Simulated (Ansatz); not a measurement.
# CH2BBrO: how energies converge with the basis set

Aim: see how fast density functionals converge with the basis set for CH2BBrO.

Computed with Ansatz 0.2.0, Gaussian basis. Level: one geometry, several basis sets.

Plan: PBE0-D4/def2-SVP; ωB97M-V/def2-SVP; PBE0-D4/def2-QZVPP; ωB97M-V/def2-QZVPP; the functionals' def2-TZVPP values are taken from earlier runs.

## Step 1: Structure used throughout

An earlier PBE0-D4 in a triple-zeta def2 set relaxation fixed the geometry.

SMILES `BrC1BO1`, 6 atoms, charge 0, spin multiplicity 1.

Atoms are counted from 1 here; the program's logs count them from 0.

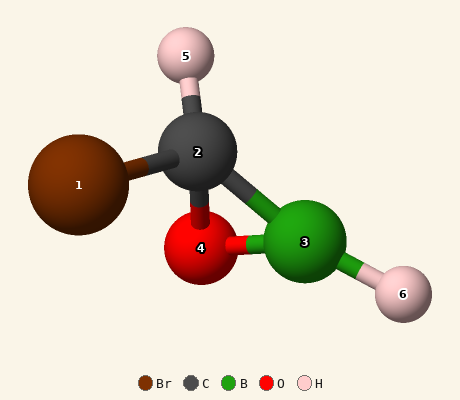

The structure; bromine brown, carbon dark grey, boron green, oxygen red, hydrogen pink; atoms are numbered from 1 in the order of the file.

## Step 2: PBE0-D4 in def2-SVP

in.yaml

```yaml
crystal:
  periodic: [false, false, false]
  atoms:
    - {symbol: Br, position_ang: [1.756025, 0.575166, -1.157926]}
    - {symbol: C, position_ang: [0.331562, -0.381025, -0.305504]}
    - {symbol: B, position_ang: [-0.547613, 0.278878, 0.720001]}
    - {symbol: O, position_ang: [-1.005988, 0.172961, -0.530118]}
    - {symbol: H, position_ang: [0.407556, -1.438058, -0.526326]}
    - {symbol: H, position_ang: [-0.899442, 0.728077, 1.753672]}
basis:
  gaussian: {orbitals: def2-SVP}
hamiltonian: {xc: pbe0, dispersion: d4}
output: {orbitals: {seedname: orbitals}}
```

On the command line:

```sh
> ansatz run in.yaml --threads 2 --pin off --events-out ev --progress --plain --max-ram 4352MiB
```

The program printed:

```text
Functional definition: PBE0
  name "PBE0"
  cite "Adamo & Barone, J. Chem. Phys. 110, 6158 (1999) doi:10.1063/1.478522"
  cite "Perdew, Burke & Ernzerhof, Phys. Rev. Lett. 77, 3865 (1996) doi:10.1103/PhysRevLett.77.3865"
  parent pbe
  parameter a = 0.25
  parameter kappa = 0.804
  parameter beta = 0.06672455060314922
  exchange = (1 - a)*pbe_x(kappa = kappa, mu = beta*pi^2/3) + a*exact_x
  correlation = pbe_c(beta = beta)
827 factors; integrals over basis functions are off by at most 1.0e-3 eV
mean field evaluation 1: about -73811.8356 eV, gradient 3.6e1 eV
mean field evaluation 2: about -73806.5150 eV, gradient 6.4e1 eV
mean field evaluation 4: about -73814.5409 eV, gradient 3.7e0 eV
mean field evaluation 8: about -73814.7404 eV, gradient 1.7e-1 eV
mean field evaluation 16: about -73814.7405 eV, gradient 2.1e-5 eV
mean field -73814.74052734 eV, -2712.6416809518 hartree, gradient 2.1e-5 eV, S^2 0.000000; 0 other end points of the search recorded, 0 dependent functions left out
reference -73814.74054949 eV, -2712.6416817655 hartree; 28, 28 occupied and 56, 56 virtual orbitals, 827 factors
Total energy: -73814.83531958 eV, -2712.6451645021 hartree
```

It took 2.1 s on 2 threads of Arm Neoverse N1, shared host.

## Step 3: ωB97M-V in def2-SVP

in.yaml, as its differences from that of step 2:

```diff
@@ -11,3 +11,3 @@
   gaussian: {orbitals: def2-SVP}
-hamiltonian: {xc: pbe0, dispersion: d4}
+hamiltonian: {xc: {name: wB97M-V}}
 output: {orbitals: {seedname: orbitals}}
```

Launched as before.

The program printed (excerpt; [...] marks lines left out):

```text
Functional definition: wB97M-V
  name "wB97M-V"
  cite "Mardirossian & Head-Gordon, J. Chem. Phys. 144, 214110 (2016) doi:10.1063/1.4952647"
  cite "Becke, J. Chem. Phys. 107, 8554 (1997) doi:10.1063/1.475007"
  cite "Vydrov & Van Voorhis, J. Chem. Phys. 133, 244103 (2010) doi:10.1063/1.3521275"
  # Of w^i u^j: cxij and so on, Table III.
[...]
  gx(w, u) = 1 - cx + cx01*u + cx10*w
  gss(w, u) = css00 + css04*u^4 + css10*w + css20*w^2 + css43*w^4*u^3
  gos(w, u) = cos00 + cos10*w + (cos20 + cos21*u)*w^2 + (cos60 + cos61*u)*w^6
[...]
      + integral(e_c_pw_mod_opposite_spin*gos(b97_w_opposite, b97_u_opposite)) + vv10(b, c)
827 factors; integrals over basis functions are off by at most 1.0e-3 eV
188 factors; integrals over basis functions are off by at most 1.1e-5 eV
[...]
mean field -73821.99446956 eV, -2712.9082584113 hartree, gradient 4.0e-5 eV, S^2 0.000000; 0 other end points of the search recorded, 0 dependent functions left out
reference -73821.99450288 eV, -2712.9082596358 hartree; 28, 28 occupied and 56, 56 virtual orbitals, 827 factors
Total energy: -73821.99450288 eV, -2712.9082596358 hartree
```

Run time: 9 s. Hardware: 2 threads of Arm Neoverse N1, shared host.

## Step 4: PBE0-D4 in def2-QZVPP

in.yaml, as its differences from that of step 3:

```diff
@@ -10,4 +10,4 @@
 basis:
-  gaussian: {orbitals: def2-SVP}
-hamiltonian: {xc: {name: wB97M-V}}
+  gaussian: {orbitals: "def2-QZVPP.json"}
+hamiltonian: {xc: pbe0, dispersion: d4}
 output: {orbitals: {seedname: orbitals}}
```

Launched as before.

The program printed:

```text
Functional definition: PBE0
  name "PBE0"
  cite "Adamo & Barone, J. Chem. Phys. 110, 6158 (1999) doi:10.1063/1.478522"
  cite "Perdew, Burke & Ernzerhof, Phys. Rev. Lett. 77, 3865 (1996) doi:10.1103/PhysRevLett.77.3865"
  parent pbe
  parameter a = 0.25
  parameter kappa = 0.804
  parameter beta = 0.06672455060314922
  exchange = (1 - a)*pbe_x(kappa = kappa, mu = beta*pi^2/3) + a*exact_x
  correlation = pbe_c(beta = beta)
1221 factors; their error is unknown
mean field evaluation 1: about -73824.0068 eV, gradient 5.0e1 eV
mean field evaluation 2: about -73813.6157 eV, gradient 8.8e1 eV
mean field evaluation 4: about -73828.9758 eV, gradient 7.3e0 eV
mean field evaluation 8: about -73829.0736 eV, gradient 2.8e-1 eV
mean field evaluation 16: about -73829.2533 eV, gradient 2.3e-4 eV
mean field -73829.25333853 eV, -2713.1750169256 hartree, gradient 5.0e-5 eV, S^2 0.000000; 0 other end points of the search recorded, 0 dependent functions left out
reference -73829.25336959 eV, -2713.1750180670 hartree; 28, 28 occupied and 292, 292 virtual orbitals, 1221 factors
Total energy: -73829.34813968 eV, -2713.1785008037 hartree
```

It took 12 s on 2 threads of Arm Neoverse N1, shared host; peak memory 0.83 GiB.

## Step 5: ωB97M-V in def2-QZVPP

in.yaml, as its differences from that of step 4:

```diff
@@ -11,3 +11,3 @@
   gaussian: {orbitals: "def2-QZVPP.json"}
-hamiltonian: {xc: pbe0, dispersion: d4}
+hamiltonian: {xc: {name: wB97M-V}}
 output: {orbitals: {seedname: orbitals}}
```

The command is unchanged.

The program printed (excerpt; [...] marks lines left out):

```text
Functional definition: wB97M-V
  name "wB97M-V"
  cite "Mardirossian & Head-Gordon, J. Chem. Phys. 144, 214110 (2016) doi:10.1063/1.4952647"
  cite "Becke, J. Chem. Phys. 107, 8554 (1997) doi:10.1063/1.475007"
  cite "Vydrov & Van Voorhis, J. Chem. Phys. 133, 244103 (2010) doi:10.1063/1.3521275"
  # Of w^i u^j: cxij and so on, Table III.
[...]
  gx(w, u) = 1 - cx + cx01*u + cx10*w
  gss(w, u) = css00 + css04*u^4 + css10*w + css20*w^2 + css43*w^4*u^3
  gos(w, u) = cos00 + cos10*w + (cos20 + cos21*u)*w^2 + (cos60 + cos61*u)*w^6
[...]
      + integral(e_c_pw_mod_opposite_spin*gos(b97_w_opposite, b97_u_opposite)) + vv10(b, c)
1190 factors; their error is unknown
242 factors; integrals over basis functions are off by at most 2.6e-5 eV
[...]
mean field -73836.53070352 eV, -2713.4424551562 hartree, gradient 2.6e-5 eV, S^2 0.000000; 0 other end points of the search recorded, 0 dependent functions left out
reference -73836.53075399 eV, -2713.4424570110 hartree; 28, 28 occupied and 292, 292 virtual orbitals, 1190 factors
Total energy: -73836.53075399 eV, -2713.4424570110 hartree
```

Run time: 30 s. Hardware: 2 threads of Arm Neoverse N1, shared host; peak memory 1 GiB.

## Step 6: Density functionals: the series

The def2-TZVPP values come from earlier runs at the same geometry.

```csv
functional,basis,functions,energy (eV),from the largest (eV),HOMO (eV),LUMO (eV)
PBE0-D4,def2-SVP,84,-73814.8353,14.513,-7.67,-0.93
PBE0-D4,def2-TZVPP,169,-73827.7031,1.645,-7.77,-1.14
PBE0-D4,def2-QZVPP,320,-73829.3481,0.000,-7.79,-1.20
ωB97M-V,def2-SVP,84,-73821.9945,14.536,-9.88,1.25
ωB97M-V,def2-TZVPP,169,-73834.9521,1.579,-10.00,0.87
ωB97M-V,def2-QZVPP,320,-73836.5308,0.000,-10.02,0.71
```

## Step 7: What came out

| quantity | value |
| --- | --- |
| PBE0-D4: double and triple zeta above quadruple | 14.51, 1.65 eV |
| ωB97M-V: double and triple zeta above quadruple | 14.54, 1.58 eV |

PBE0-D4 gains 12.87 eV from double to triple zeta, then 1.65 eV more. Total energies overstate the basis error of differences, where much of it tends to cancel. The LUMO of ωB97M-V is positive and keeps falling with the basis (1.25 to 0.71 eV): an unbound level that the basis holds in place.

For PBE0-D4 the largest set took about 6 times as long as the smallest (12 s against 2.1 s).
